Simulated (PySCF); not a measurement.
## Electronic structure of C5H8S2Si (SMILES [SiH3]SCc1cccs1) in real space

```yaml
atoms:
  - { symbol: Si, position_ang: [-2.5287, 0.5920, 0.5521] }
  - { symbol: S, position_ang: [-2.0207, -1.0991, -0.6662] }
  - { symbol: C, position_ang: [-0.4819, -1.6954, 0.1628] }
  - { symbol: C, position_ang: [0.5653, -0.6555, 0.2091] }
  - { symbol: C, position_ang: [1.3053, -0.1566, -0.8191] }
  - { symbol: C, position_ang: [2.1920, 0.8668, -0.4180] }
  - { symbol: C, position_ang: [2.1132, 1.1361, 0.9089] }
  - { symbol: S, position_ang: [0.9520, 0.1448, 1.7007] }
  - { symbol: H, position_ang: [-1.6083, 1.6854, 0.2601] }
  - { symbol: H, position_ang: [-2.4197, 0.1682, 1.9429] }
  - { symbol: H, position_ang: [-3.8888, 0.8848, 0.1409] }
  - { symbol: H, position_ang: [-0.1687, -2.5487, -0.4387] }
  - { symbol: H, position_ang: [-0.7577, -2.0321, 1.1612] }
  - { symbol: H, position_ang: [1.2139, -0.5098, -1.8306] }
  - { symbol: H, position_ang: [2.8587, 1.3747, -1.0914] }
  - { symbol: H, position_ang: [2.6665, 1.8535, 1.4813] }
```

Geometry: GFN2-xTB.

Computed with PySCF, PBE0/pcSseg-1, SCF density, gas phase, non-relativistic.

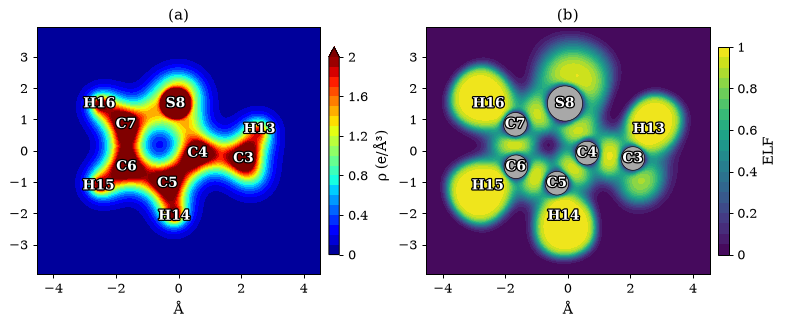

Figure 1. (a) electron density; (b) electron localisation function on the plane of atoms C4, C5 and C6. Grey discs cover the atomic cores in the ELF map.

> Interpret the plot.

- Atoms in the plane: C, S and H.
- C–C (1.36 Å): ρ is about 2.2 e/Å³ halfway; the ELF peaks at about 0.95 between the atoms: a covalent bond.
- C–S (1.72 Å): ρ at the midpoint is about 1.4 e/Å³; the ELF peaks at about 0.90 between the atoms; a covalent bond.
- C–H (1.07 Å): ρ at the midpoint is about 2.1 e/Å³; the ELF climbs to about 1 towards the hydrogen, as it does in any bond to H (an ordinary covalent bond to hydrogen).
- C–C (1.41 Å): ρ is about 2 e/Å³ halfway; the ELF peaks at about 0.95 between the atoms: a covalent bond.
- C–C (1.48 Å): ρ is about 1.8 e/Å³ halfway; the ELF peaks at about 0.95 between the atoms (a covalent bond).
- The ELF also peaks beside S8, away from the bonds: lone-pair regions.

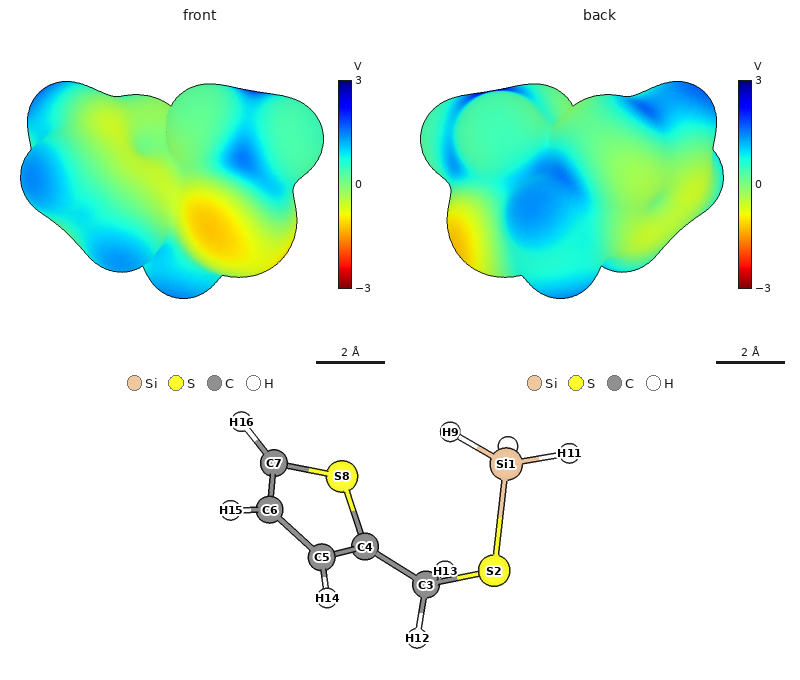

Figure 2. The electrostatic potential painted on the density surface at 0.004 e/bohr³, seen from the front and from behind; the colour scale runs from red (negative) to blue (positive). The bare structure is drawn below in the same view.

> Which sites attract a positive test charge, and which a negative one?

A positive charge is drawn to the negative regions and a negative charge to the positive ones. The most negative region (about −1.2 V, or −28 kcal/mol for a unit charge) lies over S2, the most positive (about +2.1 V, or +48 kcal/mol for a unit charge) over Si1.

> What dipole moment does the calculation give?

Its dipole moment is 1.53 D.
